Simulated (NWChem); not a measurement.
# BGeH3Cl2 (SMILES Cl[B](Cl)[GeH3]) at 3 levels

Wanted: a comparison of 3 runs (HF/STO-3G, HF/3-21G, B3LYP/6-31G*) of BGeH3Cl2. 

Program for the calculation: NWChem 7.3.0.

## 1. The system as given

The species is BGeH3Cl2 (7 atoms), meant as a singlet with charge 0. As SMILES, `Cl[B](Cl)[GeH3]`. The coordinates come from a PBE0-D4/def2-TZVP relaxation.

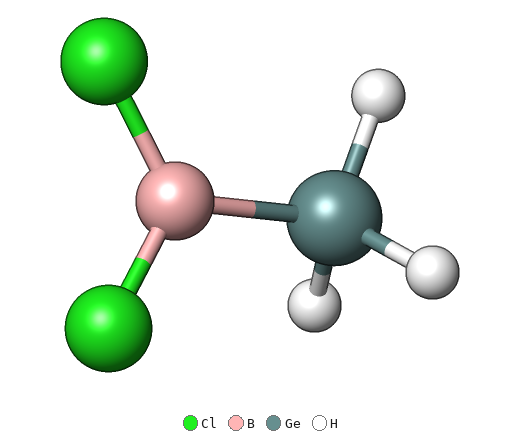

Viewed from a chosen angle; chlorine green, boron pink, germanium teal, hydrogen white.

## 2. Energy and gradient at HF/STO-3G (run 1)

bcl2geh3.nw

```
start bcl2geh3
title "BCl2GeH3 gradient"
memory total 2200 mb
charge 0
geometry units angstroms noautosym nocenter noautoz
  Cl    1.749500   -1.428200    1.208700
  B     0.206400   -1.021900    0.511500
  Cl   -1.082400   -2.191800    0.604700
  Ge   -0.123100    0.798500   -0.412200
  H    -0.556200    0.560600   -1.868300
  H    -1.266100    1.534300    0.306700
  H     1.133300    1.680500   -0.396700
end
basis spherical bse
  * library STO-3G
end
scf
  nopen 0
  rhf
  thresh 1e-08
  maxiter 80
end
task scf gradient
```

Started as:

```console
$ nwchem bcl2geh3.nw > bcl2geh3.out
```

The log of the run:

```text
[...]
  functions       =    44
[...]
  wavefunction    = RHF
[...]
         Total SCF energy =  -2987.123266644686
      One-electron energy =  -4906.980270606426
      Two-electron energy =   1552.728521485191
 Nuclear repulsion energy =    367.128482476549
        Time for solution =      3.3s
[...]
                         RHF ENERGY GRADIENTS
    atom               coordinates                        gradient
                 x          y          z           x          y          z
   1 Cl      3.306076  -2.698907   2.284112   -0.022376   0.007671  -0.010901
   2 B       0.390039  -1.931111   0.966595    0.006976  -0.040115   0.020276
   3 Cl     -2.045439  -4.141901   1.142717    0.017750   0.018675  -0.002425
   4 Ge     -0.232625   1.508946  -0.778945    0.007909  -0.025047   0.013738
   5 H      -1.051066   1.059380  -3.530575   -0.012041  -0.005108  -0.038129
   6 H      -2.392582   2.899407   0.579579   -0.030271   0.019887   0.017725
   7 H       2.141626   3.175685  -0.749654    0.032054   0.024036  -0.000284
[...]
```

Wall time 5.4 s (1 thread of Intel Xeon Platinum 8252C at 3.80GHz (Skylake/Cascade Lake), shared host); peak memory 0.1 GiB.

## 3. Energy and gradient at HF/3-21G (run 2)

mymol.nw

```
start mymol
title "BCl2GeH3"
memory total 2200 mb

geometry units angstrom noautosym nocenter noautoz
   Cl     1.749500    -1.428200     1.208700
   B      0.206400    -1.021900     0.511500
   Cl    -1.082400    -2.191800     0.604700
   Ge    -0.123100     0.798500    -0.412200
   H     -0.556200     0.560600    -1.868300
   H     -1.266100     1.534300     0.306700
   H      1.133300     1.680500    -0.396700
end

basis spherical bse
   * library 3-21G
end

scf
   thresh 1e-08
   maxiter 80
   print low
end

task scf gradient
```

Started as:

```console
$ nwchem mymol.nw > mymol.out
```

The log of the run:

```text
[...]
  functions       =    63
[...]
  wavefunction    = RHF
[...]
         Total SCF energy =  -3006.259771198690
      One-electron energy =  -4915.824507380957
      Two-electron energy =   1542.436253705718
 Nuclear repulsion energy =    367.128482476549
        Time for solution =      3.9s
[...]
                         RHF ENERGY GRADIENTS
    atom               coordinates                        gradient
                 x          y          z           x          y          z
   1 Cl      3.306076  -2.698907   2.284112   -0.021814   0.004179  -0.009157
   2 B       0.390039  -1.931111   0.966595    0.001498  -0.017218   0.008230
   3 Cl     -2.045439  -4.141901   1.142717    0.019066   0.015075  -0.000382
   4 Ge     -0.232625   1.508946  -0.778945    0.003256  -0.006811   0.004080
   5 H      -1.051066   1.059380  -3.530575   -0.000718   0.001762  -0.000160
   6 H      -2.392582   2.899407   0.579579   -0.000288   0.001168  -0.001465
   7 H       2.141626   3.175685  -0.749654   -0.001000   0.001845  -0.001144
 Task  times  cpu:        5.5s     wall:        5.5s
 Total times  cpu:        5.5s     wall:        5.5s
```

Wall time 6 s (1 thread of Intel Xeon Platinum 8252C at 3.80GHz (Skylake/Cascade Lake), shared host); peak memory 0.099 GiB.

## 4. Energy and gradient at B3LYP/6-31G(d) (Cartesian functions) (run 3)

sp.nw

```
start sp
title "BCl2GeH3 gradient"
memory stack 880 mb heap 220 mb global 1100 mb

geometry noautosym nocenter noautoz
   Cl    1.749500   -1.428200    1.208700
   B     0.206400   -1.021900    0.511500
   Cl   -1.082400   -2.191800    0.604700
   Ge   -0.123100    0.798500   -0.412200
   H    -0.556200    0.560600   -1.868300
   H    -1.266100    1.534300    0.306700
   H     1.133300    1.680500   -0.396700
end

basis "ao basis" cartesian
   Cl library 6-31G*
   B library 6-31G*
   Ge library 6-31G*
   H library 6-31G*
end

dft
   xc b3lyp
   grid fine
   convergence energy 1e-08
   maxiter 100
   mulliken
end

task dft gradient
```

Started as:

```console
$ nwchem sp.nw > sp.out
```

The log of the run:

```text
[...]
          Wavefunction type:  closed shell.
          No. of atoms     :     7
          No. of electrons :    74
[...]
          Charge           :     0
          Spin multiplicity:     1
[...]
          AO basis - number of functions:    94
[...]
              XC Information
              --------------
                         B3LYP Method XC Potential
                     Hartree-Fock (Exact) Exchange  0.200
                        Slater Exchange Functional  0.800 local
                    Becke 1988 Exchange Functional  0.720 non-local
              Lee-Yang-Parr Correlation Functional  0.810
                  VWN I RPA Correlation Functional  0.190 local
[...]
 d= 0,ls=0.0,diis     1  -3023.8017364059 -3.39D+03  1.43D-02  1.49D+00     3.4
[...]
 d= 0,ls=0.0,diis     8  -3023.8821228425 -7.81D-09  3.63D-06  2.17D-07    20.1
         Total DFT energy =    -3023.882122842523
      One electron energy =    -4931.645180469984
           Coulomb energy =     1681.381692099446
    Exchange-Corr. energy =     -140.747116948534
 Nuclear repulsion energy =      367.128482476549
[...]
      Total Density - Mulliken Population Analysis
     ---------------------------------------------
    Atom       Charge   Shell Charges
 -----------   ------   -------------------------------------------------------
    1 Cl  17    17.06   2.00  1.99  5.97  1.46  3.64  0.54  1.49 -0.02
    2 B    5     4.86   1.99  0.59  1.36  0.43  0.39  0.10
    3 Cl  17    17.06   2.00  1.99  5.97  1.46  3.64  0.54  1.49 -0.02
    4 Ge  32    32.14   2.00  1.99  6.00  1.93  5.99  1.34  2.32  0.11  0.34  6.91  2.95  0.25
    5 H    1     0.96   0.49  0.47
    6 H    1     0.96   0.49  0.47
    7 H    1     0.96   0.49  0.48
[...]
  wavefunction    = closed shell
[...]
```

Run time: 31 s. Hardware: 1 thread of Intel Xeon Platinum 8252C at 3.80GHz (Skylake/Cascade Lake), shared host; peak memory 0.13 GiB.

## 5. All runs side by side

```csv
run,level,Cartesian functions,iteration cap,energy (Eh),dipole moment (D),HOMO energy (eV),LUMO energy (eV),wall time
1,HF/STO-3G,no,80,-2987.123267,1.83,-9.61,4.88,5.4 s
2,HF/3-21G,no,80,-3006.259771,–,–,–,6 s
3,B3LYP/6-31G* (Cartesian functions),yes,100,-3023.882123,0.40,-8.01,-2.13,31 s
```

## 6. Summary of results

| quantity | value |
| --- | --- |
| run 3: total energy | -3023.88212 Eh |
| run 3: dipole moment | 0.40 D |
| run 3: HOMO energy | -8.01 eV |
| run 3: LUMO energy | -2.13 eV |
| run 3: HOMO–LUMO gap | 5.88 eV |
| run 3: largest force on an atom | 0.476 eV/Å |

In words: In run 1 the basis is minimal, so the values are rough. All runs together took 42 s, the longest 31 s.
